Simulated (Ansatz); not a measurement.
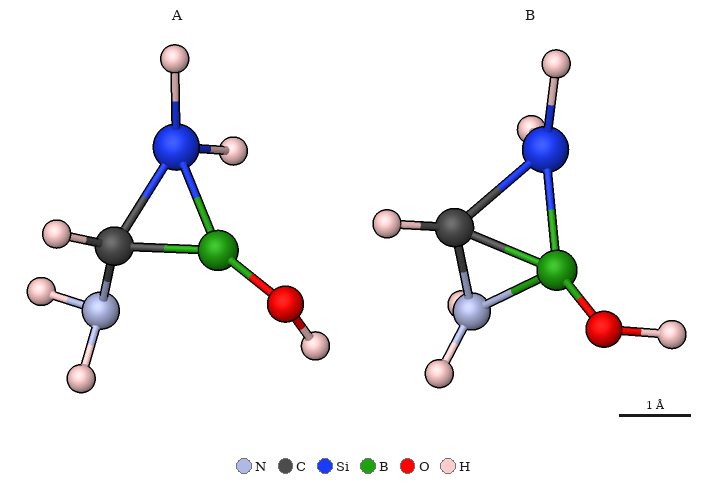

Two geometries of CH6BNOSi, drawn at one scale. One is the start of a relaxation, the other its converged end. The picture is a ball-and-stick view, seen at a tilt.

The calculation used Ansatz, RKS LDA/STO-3G. Set-up: no spin polarisation; force threshold 0.02 eV/Å; at most 40 steps.

Question: Which of the two is the end point?

Answer: Structure B is the relaxed one. The run prepares the start of a later molecular dynamics calculation, from a guessed geometry. Over 16 geometry steps the energy falls by 3.164 eV. The largest force component goes from 5.6 to 0.0097 eV/Å. An H atom moves most after the best rigid fit: 0.99 Å. By element the largest moves are H 0.99 Å, O 0.68 Å, B 0.46 Å, N 0.43 Å, C 0.38 Å, Si 0.24 Å. Some distances before and after: B–N 2.491 → 1.669 Å, B–O 1.496 → 1.379 Å, C–N 1.394 → 1.510 Å, C–Si 1.752 → 1.854 Å. Among the angles between lasting bonds that change: N–C–B 112.6° → 65.4°, B–C–H 118.1° → 142.8°, Si–C–H 117.0° → 140.4°. Cost: 39 s on 1 thread of Intel(R) Xeon(R) Processor @ 2.70GHz, on a shared host, peak memory 0.18 GiB.

Limits of the set-up: STO-3G is a minimal basis, so the numbers are rough.
